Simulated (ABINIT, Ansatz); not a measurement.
# LiCNO (R3m): G0W0 with ABINIT, start to end, part 3 of 3

Wanted: ground state, empty states, screening and self-energy for LiCNO (R3m).

ABINIT 10.8.3; PBEsol and many-body steps on it, plane waves. Known limits of the many-body steps: not at the basis limit.

So far. Step 4 (Empty states on the mesh, 4×4×4 mesh, 53 bands): On this mesh the gap is 4.664 eV. Step 5 (Screening, 4×4×4 mesh, 49 bands, screening to 119.7 eV): Local fields lower ε∞ by 22 %.

## Step 6: Self-energy, 4×4×4 mesh, 49 bands, screening to 119.7 eV

The self-energy is evaluated for the states that the input lists, and the levels follow from it, in one-shot runs by the linearised quasiparticle equation.

This step: G0W0 on PBEsol, plane waves, norm-conserving pseudopotentials.

Contents of run.abi:

```
acell 3*1.0 Angstrom
rprim 
  1.643988180588 0.949157018607 4.762053928800
  -1.643988180588 0.949157018607 4.762053928800
  0.000000000000 -1.898314037214 4.762053928800
ntypat 4
znucl 3 6 7 8
natom 4
typat 1 2 3 4
xred 
  0.005259000000 0.005259000000 0.005259000000
  0.497462000000 0.497462000000 0.497462000000
  0.413960000000 0.413960000000 0.413960000000
  0.583333333333 0.583333333333 0.583333333333
pp_dirpath "pseudos"
pseudos "Li.upf, C.upf, N.upf, O.upf"
ecut 37
ngkpt 4 4 4
nshiftk 1
shiftk 0 0 0
kptopt 1
chksymbreak 0
istwfk *1
occopt 1
irdwfk 1
optdriver 4
nband 49
gwcalctyp 0
ecutsigx 37
symsigma 1
nkptgw 2
kptgw 
  0.5000000000 0.5000000000 0.5000000000
  0.0000000000 0.0000000000 0.0000000000
bdgw 
  8 12
  8 12
ecuteps 4.4
irdscr 1
ppmodel 1
indata_prefix "in"
outdata_prefix "out"
tmpdata_prefix "tmp"
```

Command:

```sh
$ OMP_NUM_THREADS=1 mpirun -n 4 abinit run.abi > log
```

Numbers of over 12 decimals in the logs are rounded to 6 here.

Log:

```text
.Version 10.8.3 of ABINIT. v10.8.2 released Aug 2026.

 Symmetries : space group R3 m (#160); Bravais hR (rhombohedral)
[... echo of the input left out ...]
== DATASET  1 ==================================================================
-   mpi_nproc: 4, omp_nthreads: 1 (-1 if OMP is not activated)

--- !DatasetInfo
iteration_state: {dtset: 1, }
dimensions: {natom: 4, nkpt: 13, mband: 49, nsppol: 1, nspinor: 1, nspden: 1, mpw: 3276, }
cutoff_energies: {ecut:  37.0, pawecutdg:  -1.0, }
electrons: {nelect:   1.80000000E+01, charge:   0.00000000E+00, occopt:   1.00000000E+00, tsmear:   1.00000000E-02, }

 SIGMA: Calculation of the GW corrections

 Based on a program developped by R.W. Godby, V. Olevano, G. Onida, and L. Reining.
 Incorporated in ABINIT by V. Olevano, G.-M. Rignanese, and M. Torrent.
.Using double precision arithmetic ; gwpc =  8

[... cell and pseudopotentials left out ...]
--------------------------------------------------------------------------------

 ==== K-mesh for the wavefunctions ====
 Number of points in the irreducible wedge :    13
[... list of points left out ...]
 Together with  6 symmetry operations and time-reversal symmetry
 yields    64 points in the full Brillouin Zone.

 ==== Q-mesh for screening function ====
 Number of points in the irreducible wedge :    13
[... list of points left out ...]
 Together with  6 symmetry operations and time-reversal symmetry
 yields    64 points in the full Brillouin Zone.

 vcoul_init : cutoff-mode = AUXILIARY_FUNCTION
 q-points for optical limit:   1
     1)      0.000010    0.000020    0.000030
 setmesh: FFT mesh size selected  =    54x   54x   54
          total number of points  =       157464

 Number of electrons calculated from density =   18.0000; Expected =   18.0000
 average of density, n =  0.059826
 r_s =    1.5861
 omega_plasma =   23.5940 [eV]

 === KS Band Gaps ===
  >>>> For spin  1
   Minimum direct gap =   4.8204 [eV], located at k-point      :   0.0000  0.0000  0.0000
   Fundamental gap    =   4.6643 [eV], Top of valence bands at :   0.5000  0.5000  0.5000
                                       Bottom of conduction at :   0.0000  0.0000  0.0000
 SIGMA fundamental parameters:
 PLASMON POLE MODEL  1
 number of plane-waves for SigmaX                 3259
 number of plane-waves for SigmaC and W            129
 number of plane-waves for wavefunctions          3259
 number of bands                                    49
 number of independent spin polarizations            1
 number of spinorial components                      1
 number of k-points in IBZ                          13
 number of q-points in IBZ                          13
 number of symmetry operations                       6
 number of k-points in BZ                           64
 number of q-points in BZ                           64
 number of frequencies for dSigma/dE                 9
 frequency step for dSigma/dE [eV]                0.25
 number of omega for Sigma on real axis              0
 max omega for Sigma on real axis  [eV]           0.00
 zcut for avoiding poles [eV]                     0.10

 EPSILON^-1 parameters (SCR file):
 dimension of the eps^-1 matrix on file            129
 dimension of the eps^-1 matrix used               129
 number of plane-waves for wavefunctions          3259
 number of bands                                    49
 number of q-points in IBZ                          13
 number of frequencies                               2
 number of real frequencies                          1
 number of imag frequencies                          1

 matrix elements of self-energy operator (all in [eV])

 Perturbative Calculation

--- !SelfEnergy_ee
iteration_state: {dtset: 1, }
kpoint     : [   0.500,    0.500,    0.500, ]
spin       : 1
KS_gap     :    4.997
QP_gap     :    7.624
Delta_QP_KS:    2.627
data: !SigmaeeData |
     Band     E0 <VxcDFT>   SigX SigC(E0)      Z dSigC/dE  Sig(E)    E-E0       E
        8  -0.072 -17.881 -22.041   2.710   0.816  -0.226 -19.064  -1.182  -1.254
        9  -0.072 -17.881 -22.041   2.710   0.816  -0.226 -19.064  -1.182  -1.254
       10   4.925  -9.746  -5.044  -3.043   0.871  -0.148  -8.301   1.445   6.370
       11   7.610 -15.970  -9.345  -2.930   0.827  -0.209 -12.914   3.056  10.666
       12   7.610 -15.970  -9.345  -2.930   0.827  -0.209 -12.914   3.056  10.666

--- !SelfEnergy_ee
iteration_state: {dtset: 1, }
kpoint     : [   0.000,    0.000,    0.000, ]
spin       : 1
KS_gap     :    4.820
QP_gap     :    7.483
Delta_QP_KS:    2.662
data: !SigmaeeData |
     Band     E0 <VxcDFT>   SigX SigC(E0)      Z dSigC/dE  Sig(E)    E-E0       E
        8  -0.228 -17.700 -21.924   2.728   0.816  -0.226 -18.921  -1.221  -1.449
        9  -0.228 -17.700 -21.924   2.728   0.816  -0.226 -18.921  -1.221  -1.449
       10   4.593 -10.335  -5.608  -3.064   0.867  -0.154  -8.893   1.441   6.034
       11   7.799 -16.092  -9.352  -2.992   0.827  -0.210 -12.994   3.098  10.898
       12   7.799 -16.092  -9.352  -2.992   0.827  -0.210 -12.994   3.098  10.898

== END DATASET(S) ==============================================================
================================================================================

 -outvars: echo values of variables after computation  --------
           etotal      0.0000000000E+00
            nband          49
             nkpt          13
          spgroup         160
 [... the other variables as echoed above ...]

 Calculation completed.
```

Wall time 7.1 s (4 MPI ranks of Intel Xeon 6975P-C (Granite Rapids), shared host); peak memory 0.95 GiB.

This step gave:

```
G0W0 gap on the points computed              : 7.288 eV
starting gap on the mesh                     : 4.664 eV
k of the valence top                         : 0.5, 0.5, 0.5
k of the conduction bottom                   : 0, 0, 0
Z at the valence top                         : 0.816
Z at the conduction bottom                   : 0.867
least direct G0W0 gap on the computed points : 7.483 eV
```

The gap on the mesh goes from 4.66 eV to 7.29 eV, a correction of +2.62 eV.

Limits: finite bands, cutoff and mesh. v1 is the top filled band, c1 the lowest empty one. Levels before and after the correction, in eV, zero at the valence-band top of each column:

```csv
,conduction bottom,valence top
Kohn-Sham,4.66,0.00
G0W0,7.29,0.00
```

```
                         level  energy (eV)
Kohn-Sham  (0.5 0.5 0.5) v2-v1        0.000
Kohn-Sham     (0.5 0.5 0.5) c1        4.997
Kohn-Sham  (0.5 0.5 0.5) c2-c3        7.681
Kohn-Sham              Γ v2-v1       -0.156
Kohn-Sham                 Γ c1        4.664
Kohn-Sham              Γ c2-c3        7.871
     G0W0  (0.5 0.5 0.5) v2-v1        0.000
     G0W0     (0.5 0.5 0.5) c1        7.624
     G0W0  (0.5 0.5 0.5) c2-c3       11.920
     G0W0              Γ v2-v1       -0.195
     G0W0                 Γ c1        7.288
     G0W0              Γ c2-c3       12.152
```

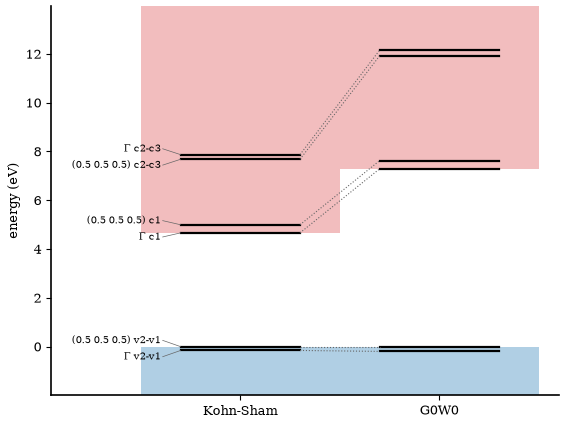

Levels before and after the correction. Shaded: valence and conduction bands.

## Step 7: Where the time went

Times are wall times on 4 MPI ranks of Intel Xeon 6975P-C (Granite Rapids), shared host, good to a factor of about two.

```csv
step,time,share,memory (GiB)
ground state,61 s,44 %,0.48
bands along the symmetry lines,21 s,16 %,0.39
empty states on the mesh,22 s,16 %,0.39
screening,26 s,19 %,1.1
self-energy,7.1 s,5 %,0.95
```

## Step 8: Results

```yaml
pbesol_gap: 4.66 eV, indirect
g0w0_gap_on_the_mesh: 7.29 eV
gw_settings: 4×4×4 mesh, 49 bands, screening to 119.7 eV, Godby-Needs plasmon pole
known_limits: not at the basis limit
```

In words: G0W0 moves the gap on the mesh from 4.66 eV to 7.29 eV (+2.62 eV), with Z of 0.82 and 0.87 at the edges. Local fields lower the RPA ε∞ on this mesh from 3.07 to 2.39. Only 2 of the mesh's irreducible points were corrected, so a valley elsewhere could overtake. The dearest step here is «ground state». Bands and cutoff are finite, so the gap is not at the basis limit. The miss can reach some tenths of an eV and take either sign; the mesh is an error of its own. In the G0W0 run levels were corrected at 2 k points alone, so a gap called «on the mesh» is the least over those, and an edge elsewhere would be missed.

[Paths, hosts, dates, memory and timing lines, banners, echoed tables and standing remarks are left out of the program output.]

[Logs are printed without paths, hosts, clocks, repeated set-up lines and the standing remarks that a program may print on its own settings, such as how far it seeks lower states.]

[Runs of the session that timed out or met a known fault of the program may be left out.]

[Hosts, paths, dates, database ids (printed as entryN), source tags and the programs' standing remarks are cut or masked in the printed files.]

[G0W0 gaps are taken among the corrected bands and points alone; a level outside them can change the order at an edge.]

[Where Ansatz stands beside ABINIT at settings called matched, ABINIT's density can come from a denser mesh and the files from another edition; pairs whose starting gaps differed by over 0.03 eV were left out, so agreement reads better than it is.]
